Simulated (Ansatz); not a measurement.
# r2SCAN/def2-SVP (core potential) run of C2H6Te (dimethyl telluride)

Aim: the vertical ionisation energy of C2H6Te (dimethyl telluride) at r2SCAN/def2-SVP (core potential), from 2 runs. 

The calculation is run with Ansatz 0.2.0.

48 further runs of the same task are left out: 48 set aside as unsound or not needed.

## (1) The system as given

The species is C2H6Te (9 atoms), meant as a singlet with charge 0. SMILES: `C[Te]C`. Geometry: relaxed at PBE0-D4/def2-TZVP.

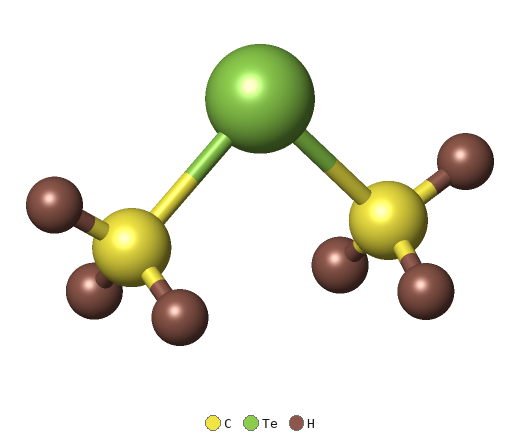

The structure, seen from a chosen angle (carbon yellow, tellurium green, hydrogen brown).

## (2) The energy at r2SCAN/def2-SVP (core potential)

input.yaml

```yaml
crystal:
  periodic: [false, false, false]
  atoms:
    - {symbol: C, position_ang: [-0.777200, 1.019100, -0.891200]}
    - {symbol: Te, position_ang: [1.243600, 0.371500, -0.646000]}
    - {symbol: C, position_ang: [0.782100, -1.033900, 0.895200]}
    - {symbol: H, position_ang: [-1.399600, 0.180000, -1.196200]}
    - {symbol: H, position_ang: [-0.781500, 1.778500, -1.672300]}
    - {symbol: H, position_ang: [-1.141900, 1.451600, 0.038500]}
    - {symbol: H, position_ang: [0.094100, -1.786500, 0.514800]}
    - {symbol: H, position_ang: [1.716500, -1.510400, 1.189400]}
    - {symbol: H, position_ang: [0.352600, -0.516200, 1.750700]}
basis:
  gaussian: {orbitals: def2-SVP}
output: {orbitals: {seedname: orbitals}}
hamiltonian: {xc: {name: r2SCAN}}
accuracy: high
```

On the command line:

```
$ ansatz run input.yaml --threads 1 --pin off --max-ram 3480MiB --events-out events.jsonl --progress --plain --runs-dir runs
```

Log:

```text
Warning: RAYON_NUM_THREADS=1 ignored (pool sized by the plan → 1); use --threads N
Functional definition: r2SCAN
  name "r2SCAN"
  parameter k0 = 0.174
  parameter k1 = 0.065
  parameter a1 = 4.9479
  exchange = r2scan_x(k0 = k0, k1 = k1, a1 = a1)
  correlation = r2scan_c
2111 factors; integrals over basis functions are off by at most 3.3e-9 eV
mean field evaluation 1: about -9454.6105 eV, gradient 6.2e1 eV
mean field evaluation 2: about -9439.3024 eV, gradient 9.0e1 eV
mean field evaluation 4: about -9464.5078 eV, gradient 2.6e0 eV
mean field evaluation 8: about -9464.5301 eV, gradient 1.0e-1 eV
mean field evaluation 16: about -9464.5302 eV, gradient 3.3e-6 eV
mean field -9464.53016972 eV, -347.8150684482 hartree, gradient 6.1e-9 eV, S^2 0.000000; 0 other end points of the search recorded, 0 dependent functions left out
reference -9464.53017039 eV, -347.8150684728 hartree; 21, 21 occupied and 63, 63 virtual orbitals, 2111 factors
Total energy: -9464.53017039 eV, -347.8150684728 hartree
```

It took 11 s on 1 thread of Arm Neoverse V2, shared host; peak memory 0.28 GiB.

## (3) The doublet cation at the same level

in.yaml

```yaml
crystal:
  periodic: [false, false, false]
  atoms:
    - {symbol: C, position_ang: [-0.777200, 1.019100, -0.891200]}
    - {symbol: Te, position_ang: [1.243600, 0.371500, -0.646000]}
    - {symbol: C, position_ang: [0.782100, -1.033900, 0.895200]}
    - {symbol: H, position_ang: [-1.399600, 0.180000, -1.196200]}
    - {symbol: H, position_ang: [-0.781500, 1.778500, -1.672300]}
    - {symbol: H, position_ang: [-1.141900, 1.451600, 0.038500]}
    - {symbol: H, position_ang: [0.094100, -1.786500, 0.514800]}
    - {symbol: H, position_ang: [1.716500, -1.510400, 1.189400]}
    - {symbol: H, position_ang: [0.352600, -0.516200, 1.750700]}
basis:
  gaussian:
    orbitals: def2-SVP
total_charge: 1
magnetization:
  spin_polarized: true
  initial_magnetization: 1
hamiltonian:
  xc: r2scan
accuracy: high
output: {orbitals: {seedname: orbitals}}
```

On the command line:

```
$ ansatz run in.yaml --threads 1 --pin off --max-ram 3480MiB --events-out events.jsonl --progress --plain --runs-dir runs
```

Log, cut to the lines that bear on the results:

```text
Warning: RAYON_NUM_THREADS=1 ignored (pool sized by the plan → 1); use --threads N
[... 7 set-up lines as earlier in the session ...]
2111 factors; integrals over basis functions are off by at most 3.3e-9 eV
mean field evaluation 1: about -9437.0548 eV, gradient 6.1e1 eV
mean field evaluation 2: about -9397.0793 eV, gradient 8.8e1 eV
mean field evaluation 4: about -9456.6846 eV, gradient 4.3e0 eV
mean field evaluation 8: about -9456.7931 eV, gradient 5.6e-2 eV
mean field evaluation 16: about -9456.7931 eV, gradient 6.5e-5 eV
mean field -9456.79310096 eV, -347.5307364156 hartree, gradient 1.2e-8 eV, S^2 0.755237; 0 other end points of the search recorded, 0 dependent functions left out
reference -9456.79310297 eV, -347.5307364895 hartree; 21, 20 occupied and 63, 64 virtual orbitals, 2111 factors
Total energy: -9456.79310297 eV, -347.5307364895 hartree
```

Wall time 18 s (1 thread of Arm Neoverse V2, shared host); peak memory 0.43 GiB.

## (4) Results

At r2SCAN/def2-SVP (core potential):

| quantity | value |
| --- | --- |
| singlet C2H6Te: total energy | -347.81507 Eh |
| singlet C2H6Te: HOMO energy | -4.73 eV |
| singlet C2H6Te: LUMO energy | -0.73 eV |
| singlet C2H6Te: HOMO–LUMO gap | 3.99 eV |
| doublet cation: total energy | -347.53074 Eh |
| doublet cation: HOMO energy (highest over α and β) | -12.56 eV |
| doublet cation: LUMO energy (lowest over α and β) | -10.55 eV |
| doublet cation: ⟨S²⟩ | 0.755 |
| vertical ionisation energy (to the doublet cation) | 7.737 eV |

In words: The vertical ionisation energy comes to 7.74 eV (747 kJ/mol). −ε(HOMO) before ionisation, 4.73 eV, is 3.01 eV below this ionisation energy.
